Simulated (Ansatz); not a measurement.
**Single-point calculation, with input and output: GeBrF₂**

System: GeBrF₂, multiplicity 2.
Method: UHF-CCSD(T), frozen core/def2-TZVPP (Ansatz 0.2.0).

The geometry comes from this level: PBE0-D4/def2-TZVP.

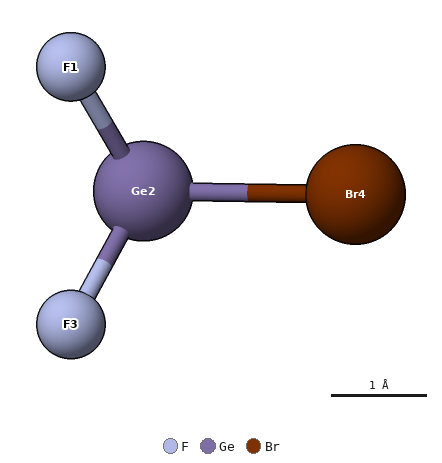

Figure 1. The input geometry (ball-and-stick view, seen at a tilt; atoms are numbered from 1 in the order of the input). Sticks mark near contacts. Bond lengths as drawn: Br–Ge 2.30 Å and F–Ge 1.73 Å.

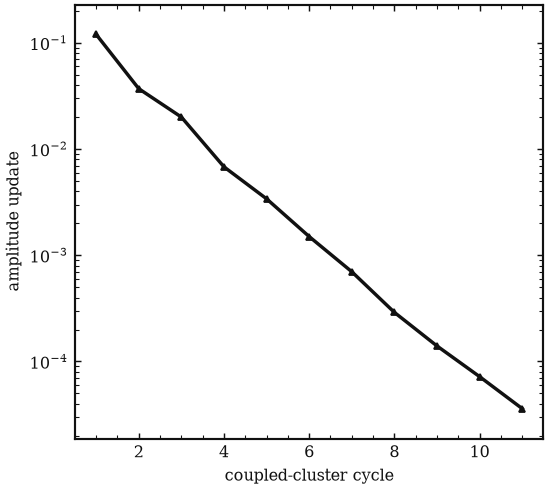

Figure 2. Convergence of the coupled-cluster equations: amplitude update against the coupled-cluster cycle. The residual falls at every step.

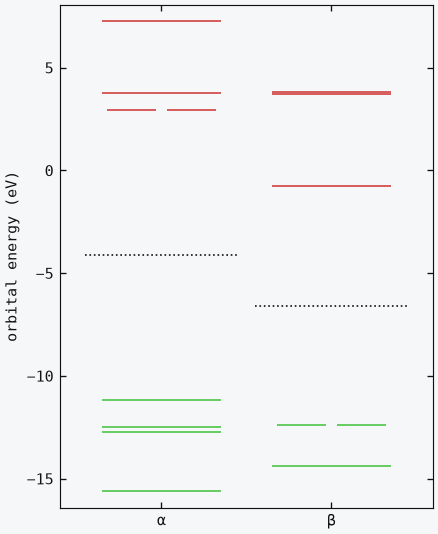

Figure 3. Orbital energies near the frontier for α and β spins; the dotted line parts filled from empty levels, and levels within 0.02 eV of each other stand side by side. α: highest filled −11.19 eV, lowest empty 2.93 eV, 14.12 eV apart; β: highest filled −12.38 eV, lowest empty −0.78 eV, 11.60 eV apart.

The input and output of the run follow.

The input
```yaml
crystal:
  periodic: [false, false, false]
  atoms:
    - {symbol: F, position_ang: [1.069456, 0.798484, 0.998724]}
    - {symbol: Ge, position_ang: [-0.237902, -0.184042, 0.443567]}
    - {symbol: F, position_ang: [0.543723, -1.585539, -0.194912]}
    - {symbol: Br, position_ang: [-1.319677, 0.910898, -1.267679]}
basis:
  gaussian: {orbitals: def2-TZVPP}
magnetization: {spin_polarized: true, initial_magnetization: 1}
correlation: {method: ccsd_t}
scf: {omitted_lower_state_checks: [cluster_reference]}
output: {orbitals: {seedname: orbitals}}
```

Output
```
Functional definition: HF
  name "HF"
  cite "Fock, Z. Phys. 61, 126 (1930) doi:10.1007/BF01340294"
  parent pbe
  exchange = exact_x
  correlation = 0
these checks for a lower state are left out or cut short: cluster_reference
1070 factors; integrals over basis functions are off by at most 5.6e-4 eV
mean field evaluation 1: about -131886.3139 eV, gradient 2.8e1 eV
mean field evaluation 2: about -131886.3195 eV, gradient 2.8e1 eV
mean field evaluation 4: about -131889.4398 eV, gradient 2.4e0 eV
mean field evaluation 8: about -131889.5413 eV, gradient 2.0e-1 eV
mean field -131889.54243080 eV, -4846.8512863892 hartree, gradient 4.6e-6 eV, S^2 0.760863; 0 other end points of the search recorded, 0 dependent functions left out
20 core orbitals not correlated: weight in the atoms' cores, before any rotation towards them, 1.000 or more for the frozen orbitals, at most 0.000 for the correlated occupied ones
reference -131889.54243080 eV, -4846.8512863892 hartree; 23, 22 occupied and 115, 116 virtual orbitals, 1070 factors
second order -27.05417823 eV of doubles, -0.00000000 eV of singles
cycle   1  -26.27734274 eV  change    7.8e-1 eV  update   1.2e-1
cycle   2  -26.90013581 eV  change   -6.2e-1 eV  update   3.7e-2
cycle   3  -27.04200379 eV  change   -1.4e-1 eV  update   2.0e-2
cycle   4  -27.02636001 eV  change    1.6e-2 eV  update   6.8e-3
cycle   5  -27.02019162 eV  change    6.2e-3 eV  update   3.4e-3
cycle   6  -27.02337143 eV  change   -3.2e-3 eV  update   1.5e-3
cycle   7  -27.02351879 eV  change   -1.5e-4 eV  update   7.0e-4
cycle   8  -27.02342451 eV  change    9.4e-5 eV  update   2.9e-4
cycle   9  -27.02355265 eV  change   -1.3e-4 eV  update   1.4e-4
cycle  10  -27.02349329 eV  change    5.9e-5 eV  update   7.2e-5
cycle  11  -27.02348324 eV  change    1.0e-5 eV  update   3.6e-5
perturbative correction -0.90766731 eV, -0.0333561582 hartree
Total energy: -131917.47358135 eV, -4847.8777372394 hartree
Checks for a lower state left out: cluster_reference
```

Key numbers

| quantity | value |
| --- | --- |
| outcome | converged |
| total energy | −131917.4736 eV |
| mean-field energy | −131889.5424 eV |
| CCSD correlation | −27.0235 eV |
| (T) correction | −0.9077 eV |
| T1 diagnostic | 0.013 |
| ⟨S²⟩ | 0.761 |
| SCF solution under orbital rotations | stable |
| HOMO (either spin) | −11.19 eV |
| LUMO (either spin) | −0.78 eV |
| hardware | 4 CPU threads, shared host |
| wall time | 2.4 min (CPU time 9.1 min) |
| peak memory | 3.5 GiB |
